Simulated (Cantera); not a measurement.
A closed system holds: 1 mol CO, 61 mol H₂, held at 3.30 mbar.

Equilibrium computed with Cantera from the NASA thermochemical tables; the gas is ideal and each condensed phase is pure. Candidate condensed phases: C, C₆H₆, C₇H₈, C₈H₁₈, H₂O; 131 gas species. Ions and electrons are included (thermal ionisation). Rates play no part.

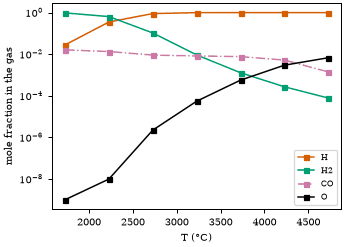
Equilibrium gas composition (values under 1e-9 drawn at 1e-9)

Q: Read off the mole fractions at 4727 °C.

A: H about 0.99, O about 0.0067, CO about 0.0014, H₂ about 7.7e-5.
